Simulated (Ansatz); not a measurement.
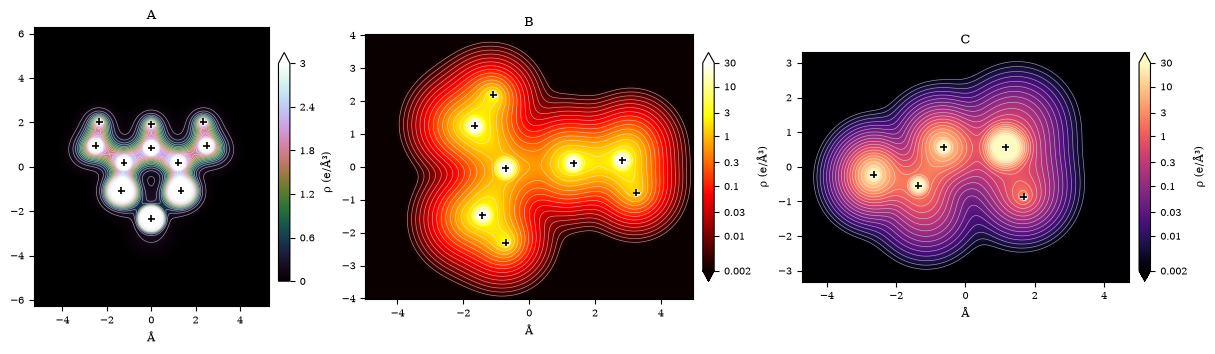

The electron density of 3 systems, each on a plane through atoms (crosses mark nuclei in the plane).

Method: Ansatz 0.2.0, RKS PBE0-D4/def2-TZVPP.

System 1: C₂H₂F₆GeO₂ (SMILES FC(F)(F)[O][GeH2][O]C(F)(F)F), the plane of atoms C2, O5 and Ge6. Geometry: PBE0-D4/def2-TZVP.

```xyz
13

F     0.9702    2.0544   -2.4455
C     0.0712    1.5025   -1.6449
F    -1.1463    1.7273   -2.1759
F     0.0995    2.1556   -0.4747
O     0.3214    0.2039   -1.5129
Ge   -0.6661   -0.8840   -0.4805
O     0.4709   -1.4923    0.7647
C     0.6229   -0.9251    1.9589
F     1.6183   -1.5093    2.6087
F    -0.4837   -1.0395    2.7134
F     0.8925    0.3852    1.8731
H    -0.9443   -2.1095   -1.3324
H    -1.8062   -0.1039    0.1626
```

System 2: C₆H₁₅BN₂, the plane of atoms C6, B5 and C7. Geometry: PBE0-D4/def2-TZVP.

```xyz
24

C     0.4993   -0.0494   -2.4908
C     0.1827   -0.0109   -1.0407
N    -0.1208   -1.0195   -0.2447
C     0.1168   -2.4116   -0.4440
B    -0.2107    0.0151    0.9812
C    -1.6893    0.2286    1.5515
C     0.9642   -0.1747    2.0502
N     0.1587    1.0200   -0.2180
C     0.0508    2.4134   -0.4984
H     0.4528    0.9460   -2.9303
H    -0.2003   -0.6998   -3.0184
H     1.5074   -0.4433   -2.6455
H     0.1723   -2.6564   -1.5086
H    -0.6951   -2.9983   -0.0074
H     1.0526   -2.7371    0.0277
H    -2.4399    0.3321    0.7605
H    -1.7456    1.1250    2.1796
H    -1.9962   -0.6111    2.1841
H     0.7884   -1.0567    2.6766
H     1.0251    0.6807    2.7315
H     1.9493   -0.2920    1.5855
H     0.7209    2.9832    0.1509
H    -0.9687    2.7783   -0.3255
H     0.3201    2.6379   -1.5338
```

System 3: C₆H₁₁AlO₃ (SMILES CC1=CC(C)=[O+][Al-]([CH3])([OH])[O]1), the plane of atoms C1, C2 and C3. Geometry: PBE0-D4/def2-TZVP.

```
atom    x (Å)    y (Å)    z (Å)
   C   1.8075   1.6090   1.7034
   C   0.8810   0.8699   0.7973
   C  -0.4861   1.1506   0.8016
   C  -1.3990   0.4840  -0.0171
   C  -2.8513   0.8205   0.0393
   O  -1.0762  -0.4287  -0.8423
  Al   0.6065  -1.0718  -1.2043
   C   0.7626  -2.9540  -0.7494
   O   1.0904  -0.6115  -2.7771
   O   1.4226  -0.0058   0.0502
   H   2.3294   0.8906   2.3402
   H   1.2905   2.3395   2.3227
   H   2.5687   2.1110   1.1011
   H  -0.8550   1.9112   1.4740
   H  -3.4155  -0.0819   0.2873
   H  -3.0706   1.6008   0.7656
   H  -3.1814   1.1386  -0.9526
   H   0.1638  -3.5782  -1.4196
   H   0.4308  -3.1626   0.2725
   H   1.7970  -3.3010  -0.8328
   H   1.0600   0.2804  -3.1130
```

Match each panel to its system.

Answer. Panel A is system 3, C₆H₁₁AlO₃: the plane holds C, O, Al and H. C–O (1.27 Å): the density is about 2.9 e/Å³ at the midpoint. Panel B is system 2, C₆H₁₅BN₂: the plane holds C, B and H. C–C (1.48 Å): ρ is about 1.8 e/Å³ halfway. Panel C is system 1, C₂H₂F₆GeO₂: the plane holds F, C, O, Ge and H. C–F (1.32 Å): ρ at the midpoint is about 2.5 e/Å³.
